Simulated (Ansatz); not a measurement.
## Molecular dynamics, with input and output: GaSiH6F (part 2 of 2)

Continued. System: GaSiH6F. Method: RKS CAM-B3LYP-D4/def2-SVP (Ansatz 0.2.0). 

Geometry of the input (Å):
```
Ga -1.3603  0.2635  -0.1897
Si 1.1185  -0.5444  0.0675
H  -1.6549  0.3954  -1.7089
H  -2.1688  -0.3371  0.9925
H  0.2372  1.0928  0.3400
F  -0.5350  1.9802  0.4324
H  2.1759  -0.2001  -0.9174
H  1.7166  -0.8400  1.3950
H  0.4707  -1.8104  -0.4116
```

### What the program printed, continued
```
md step    79: t =    39.50 fs  T =   494.8 K  F+E_penalty+E_count = -63060.64798796 eV  E_kin = 0.575599 eV  (24 SCF iters, 3 dispersion substeps)
these checks for a lower state are left out or cut short: starts, cluster_reference, orbital_swaps, neighbouring_geometries, increment
987 factors; integrals over basis functions are off by at most 3.0e-4 eV
331 factors; integrals over basis functions are off by at most 8.7e-7 eV
mean field -63060.49416544 eV, -2317.4304166419 hartree, gradient 4.5e-5 eV, S^2 0.000000; 0 other end points of the search recorded, 0 dependent functions left out
the calculation of the forces begins
reference -63060.49429845 eV, -2317.4304215300 hartree; 30, 30 occupied and 64, 64 virtual orbitals, 987 factors
987 factors; integrals over basis functions are off by at most 3.0e-4 eV
331 factors; integrals over basis functions are off by at most 8.7e-7 eV
mean field -63060.49416544 eV, -2317.4304166419 hartree, gradient 4.5e-5 eV, S^2 0.000000; 1 other end points of the search recorded, 0 dependent functions left out
the calculation of the forces begins
reference -63060.49429845 eV, -2317.4304215300 hartree; 30, 30 occupied and 64, 64 virtual orbitals, 987 factors
md step    80: t =    40.00 fs  T =   486.7 K  F+E_penalty+E_count = -63060.63214407 eV  E_kin = 0.566213 eV  (26 SCF iters, 3 dispersion substeps)
```

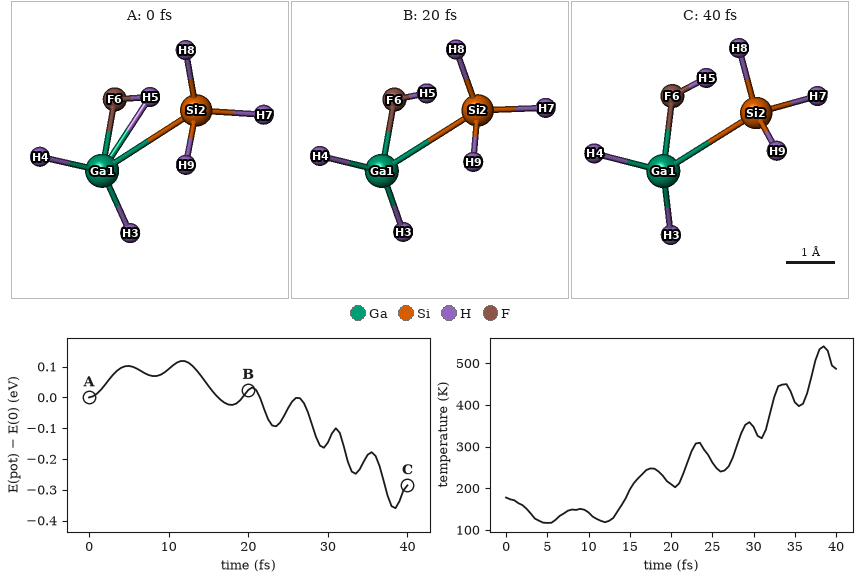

**Figure 1.** Frames of the molecular dynamics (ball-and-stick, seen at a tilt) above the curves, on which the letters mark them. The trajectory kept here has 81 frames over 40 fs. The temperature starts at 178 K, ranges from 117 to 541 K and averages 355 K over the second half. The potential energy ends 0.286 eV below its first value. After an unweighted best fit of the last frame on the first, the root-mean-square displacement is 0.39 Å, and H9 has moved furthest (0.76 Å).

```
Total energy: -63060.63227708 eV, -2317.4354921510 hartree
Atom 0 at    -1.346931     0.179433    -0.135107 Å, force     0.305584    -0.895458     0.314565 eV/Å
Atom 1 at     1.146503    -0.509730    -0.123439 Å, force    -0.189477    -0.153802    -0.720782 eV/Å
Atom 2 at    -2.190114     0.490993    -1.438087 Å, force     0.319901     0.060365     0.195398 eV/Å
Atom 3 at    -2.111250    -0.293458     1.206685 Å, force     0.309822     0.257589    -0.485134 eV/Å
Atom 4 at     0.225301     1.930899     0.414235 Å, force     4.040444    -0.662245    -0.267387 eV/Å
Atom 5 at    -0.627725     2.119937     0.482732 Å, force    -3.996519     1.168697     0.362788 eV/Å
Atom 6 at     2.171469     0.349474    -0.873363 Å, force    -0.595865    -0.229159    -0.003563 eV/Å
Atom 7 at     1.760358    -0.468641     1.219013 Å, force    -0.121760    -0.066181     0.480006 eV/Å
Atom 8 at     1.304955    -1.939951    -0.625362 Å, force    -0.072131     0.520196     0.124109 eV/Å
Dipole moment:     0.126976     0.314837     0.021818 e Å
```

### Trajectory as extended XYZ (Å, eV, eV/Å), 11 of the 81 frames kept, from step=0 to step=80
```
9
Properties=species:S:1:pos:R:3:forces:R:3 step=0 time_fs=0.0 energy=-63060.34654 temperature=177.8
Ga   -1.3603    0.2635   -0.1897   -0.0150   0.1608   0.0402
Si    1.1185   -0.5444    0.0675   -0.0539  -0.0455  -0.0189
H    -1.6549    0.3954   -1.7089    0.0194  -0.0080   0.0445
H    -2.1688   -0.3371    0.9925    0.0332   0.0123  -0.0334
H     0.2372    1.0928    0.3400    0.0120   0.0787   0.0246
F    -0.5350    1.9802    0.4324   -0.0478  -0.2180  -0.0684
H     2.1759   -0.2001   -0.9174    0.0304   0.0240  -0.0248
H     1.7166   -0.8400    1.3950    0.0166   0.0072   0.0379
H     0.4707   -1.8104   -0.4116    0.0050  -0.0115  -0.0018
9
Properties=species:S:1:pos:R:3:forces:R:3 step=8 time_fs=4.0 energy=-63060.25075 temperature=122.1
Ga   -1.3619    0.2571   -0.1833   -0.5587   0.0215  -0.2276
Si    1.1330   -0.5424    0.0518    0.1545   0.5652   0.9000
H    -1.7099    0.4785   -1.7217    0.1217  -0.1839   0.5657
H    -2.1760   -0.3533    1.0315    0.2655   0.1376  -0.4033
H     0.1741    1.0908    0.2843    0.5672   0.2469   0.2228
F    -0.5457    1.9873    0.4338   -0.1127  -0.1748  -0.0749
H     2.2123   -0.1809   -0.8917    0.0542   0.0489  -0.1570
H     1.7445   -0.7869    1.4361   -0.3889   0.0312  -0.6747
H     0.4616   -1.7473   -0.4389   -0.1028  -0.6925  -0.1509
9
Properties=species:S:1:pos:R:3:forces:R:3 step=16 time_fs=8.0 energy=-63060.27715 temperature=148.9
Ga   -1.3650    0.2506   -0.1769   -0.1965   0.2959  -0.1163
Si    1.1493   -0.5379    0.0398   -0.4190   0.3228  -0.1307
H    -1.7476    0.5395   -1.6663    0.0577  -0.2232   0.1632
H    -2.1493   -0.3523    1.0267    0.1011  -0.0497  -0.1139
H     0.1888    1.1151    0.2607    0.3133   0.2660   0.2119
F    -0.5593    1.9931    0.4338    0.0698  -0.3105  -0.0774
H     2.2513   -0.1471   -0.8882   -0.1631  -0.0881  -0.0396
H     1.7265   -0.7282    1.4001   -0.1222  -0.2005  -0.0531
H     0.4446   -1.7708   -0.4781    0.3589  -0.0127   0.1559
9
Properties=species:S:1:pos:R:3:forces:R:3 step=24 time_fs=12.0 energy=-63060.22837 temperature=118.5
Ga   -1.3679    0.2447   -0.1699    0.5695   0.5285   0.1528
Si    1.1622   -0.5310    0.0240   -0.9599   0.1906  -1.1672
H    -1.7755    0.5711   -1.5935   -0.1304  -0.1083  -0.5966
H    -2.1108   -0.3558    1.0115   -0.1817  -0.3093   0.3915
H     0.2475    1.1774    0.2642   -0.4458   0.2517   0.1098
F    -0.5712    1.9968    0.4319    0.4670  -0.4446  -0.0493
H     2.2683   -0.1262   -0.8986   -0.1682  -0.1479   0.0098
H     1.6821   -0.7005    1.3550    0.3373  -0.3605   0.8710
H     0.4721   -1.8057   -0.4976    0.5122   0.4000   0.2781
9
Properties=species:S:1:pos:R:3:forces:R:3 step=32 time_fs=16.0 energy=-63060.34104 temperature=223.8
Ga   -1.3697    0.2392   -0.1623    0.5211  -0.0317  -0.1705
Si    1.1708   -0.5232    0.0021   -0.6677   0.3799   0.4386
H    -1.8158    0.5823   -1.6008   -0.0731  -0.1411  -0.1313
H    -2.0875   -0.3987    1.0403   -0.1013  -0.1012   0.1423
H     0.2367    1.2845    0.2841   -0.6765   0.4636   0.1260
F    -0.5792    1.9976    0.4302    0.7375  -0.1398   0.0778
H     2.2652   -0.1220   -0.9071    0.1321   0.0056  -0.1071
H     1.6691   -0.7276    1.4061    0.0136  -0.0601  -0.2922
H     0.5683   -1.7895   -0.4811    0.1143  -0.3752  -0.0837
9
Properties=species:S:1:pos:R:3:forces:R:3 step=40 time_fs=20.0 energy=-63060.32231 temperature=209.9
Ga   -1.3711    0.2331   -0.1558    0.2344  -1.2046  -0.4190
Si    1.1770   -0.5145   -0.0180   -0.8182  -0.0435   0.7328
H    -1.8713    0.5744   -1.6212    0.0197  -0.1265   0.4605
H    -2.0788   -0.4567    1.0886    0.0926   0.3362  -0.3897
H     0.1524    1.4360    0.3155    2.0113  -0.9688  -0.1408
F    -0.5845    1.9991    0.4289   -1.6599   2.2292   0.6123
H     2.2748   -0.1148   -0.9324    0.1177   0.1403   0.0375
H     1.6541   -0.7605    1.4207   -0.0349   0.2140  -0.7069
H     0.6957   -1.8240   -0.4861    0.0371  -0.5764  -0.1866
9
Properties=species:S:1:pos:R:3:forces:R:3 step=48 time_fs=24.0 energy=-63060.42829 temperature=292.8
Ga   -1.3711    0.2246   -0.1507    0.5825  -0.9018  -0.0930
Si    1.1796   -0.5064   -0.0354   -0.8756  -0.9691  -0.7398
H    -1.9280    0.5460   -1.5775    0.0038  -0.0319   0.1815
H    -2.0595   -0.4713    1.0952    0.0973   0.3096  -0.2994
H     0.2634    1.5050    0.3316   -0.9000   0.3947   0.0528
F    -0.5961    2.0148    0.4332    0.8167   0.3605   0.2208
H     2.2986   -0.0962   -0.9517   -0.1233   0.1379   0.2483
H     1.6426   -0.7611    1.3409    0.3061   0.1467   0.3061
H     0.8280   -1.9251   -0.5188    0.0924   0.5534   0.1227
9
Properties=species:S:1:pos:R:3:forces:R:3 step=56 time_fs=28.0 energy=-63060.43432 temperature=303.4
Ga   -1.3689    0.2151   -0.1463    1.2297  -0.6463  -0.2516
Si    1.1765   -0.5035   -0.0560   -0.8199  -1.1892  -0.9980
H    -1.9927    0.5099   -1.5112   -0.1245   0.1575  -0.3601
H    -2.0364   -0.4449    1.0563   -0.2621  -0.0653   0.4771
H     0.2982    1.5986    0.3488   -1.5789   0.5881   0.0909
F    -0.6043    2.0354    0.4420    1.4024   0.0625   0.1234
H     2.3009   -0.0570   -0.9383   -0.0889   0.2734   0.1142
H     1.6779   -0.7274    1.2967    0.3083   0.1475   0.6415
H     0.9714   -1.9572   -0.5418   -0.0662   0.6718   0.1626
9
Properties=species:S:1:pos:R:3:forces:R:3 step=64 time_fs=32.0 energy=-63060.50530 temperature=379.6
Ga   -1.3634    0.2049   -0.1426    1.1035  -0.9167  -0.4384
Si    1.1672   -0.5053   -0.0807   -0.4117  -0.4634   0.5449
H    -2.0733    0.4865   -1.4897    0.0274   0.1822  -0.1215
H    -2.0477   -0.4213    1.0766   -0.2431   0.0053   0.4474
H     0.2205    1.7246    0.3721    2.7606  -0.9051  -0.2184
F    -0.6087    2.0580    0.4535   -2.7699   1.7469   0.4795
H     2.2819    0.0234   -0.9030    0.0138   0.4431  -0.1559
H     1.7522   -0.6644    1.3241   -0.3083   0.2705  -0.4057
H     1.0992   -1.9060   -0.5475   -0.1723  -0.3628  -0.1318
9
Properties=species:S:1:pos:R:3:forces:R:3 step=72 time_fs=36.0 energy=-63060.53678 temperature=402.8
Ga   -1.3555    0.1928   -0.1389    0.3560  -0.7733   0.0706
Si    1.1562   -0.5080   -0.1036    0.0998   0.2487   0.6306
H    -2.1580    0.4831   -1.4840    0.3757   0.0363   0.3519
H    -2.0959   -0.3831    1.1636    0.2603   0.3052  -0.3936
H     0.3397    1.7880    0.3812   -2.6735   0.8477   0.2326
F    -0.6242    2.0898    0.4676    2.5463  -0.3905  -0.1268
H     2.2544    0.1729   -0.8811   -0.3559   0.1782  -0.0689
H     1.7895   -0.5727    1.2974   -0.4974   0.1229  -0.4657
H     1.2115   -1.8917   -0.5741   -0.1112  -0.5752  -0.2307
9
Properties=species:S:1:pos:R:3:forces:R:3 step=80 time_fs=40.0 energy=-63060.63214 temperature=486.7
Ga   -1.3469    0.1794   -0.1351    0.3056  -0.8955   0.3146
Si    1.1465   -0.5097   -0.1234   -0.1895  -0.1538  -0.7208
H    -2.1901    0.4910   -1.4381    0.3199   0.0604   0.1954
H    -2.1113   -0.2935    1.2067    0.3098   0.2576  -0.4851
H     0.2253    1.9309    0.4142    4.0404  -0.6622  -0.2674
F    -0.6277    2.1199    0.4827   -3.9965   1.1687   0.3628
H     2.1715    0.3495   -0.8734   -0.5959  -0.2292  -0.0036
H     1.7604   -0.4686    1.2190   -0.1218  -0.0662   0.4800
H     1.3050   -1.9400   -0.6254   -0.0721   0.5202   0.1241
```
